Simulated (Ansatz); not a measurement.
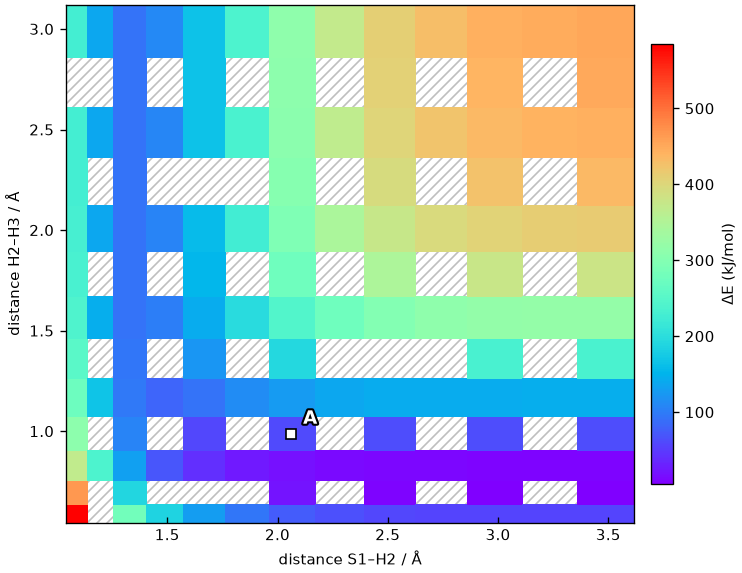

The system S + H₂, spin multiplicity 3. Coordinates scanned: (1) distance S1–H2; (2) distance H2–H3. Nothing is relaxed (the angle S1–H2–H3 is fixed at 180 degrees). The scan uses a 13 × 13 grid. At 41 points there is no value. Energies are in kJ/mol, from S far from the relaxed HH (each part in its own basis). In part of the range the unrestricted reference is strongly spin-contaminated. These are results of UKS B3LYP-D4/aug-cc-pVTZ in Ansatz, not measurements.

In the figure: one coloured cell a grid point, hatched blanks where no value was computed, the point A.

Which way does the force act at A, and how strong is it?

A, at distance S1–H2 = 2.063 Å, distance H2–H3 = 0.988 Å, is not a stationary point. The computed force is 7.7 kJ/mol for each Å towards smaller values of distance S1–H2 and 350 kJ/mol for each Å towards smaller values of distance H2–H3.
